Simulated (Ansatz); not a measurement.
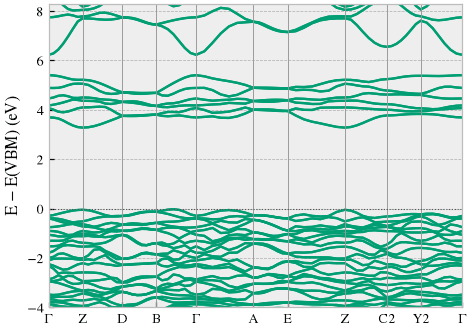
Figure: Band structure from r²SCAN with spin–orbit coupling (plane waves, PAW; program Ansatz)

The gap is 3.28 eV; an edge lies off the plotted path or next to a special point (maximum off the standard path, minimum at Z).

The material is ZnWO4 in space group P2/c (No. 13; Zn on 2f, W on 2e, O on 4g, O on 4g).

The first step of the workflow began from a Materials Project structure, measured or hypothetical; the Crystallography Open Database files this formula in space group No. 13, but the cells were not matched. Whether it is the stable phase at ambient conditions was not checked. The cell was relaxed with r²SCAN under the symmetry of its start; whether a distortion lowers the energy is not shown. The run is not spin-polarised. No Hubbard U is applied.

Potentials: the later of the program's two PAW sets.
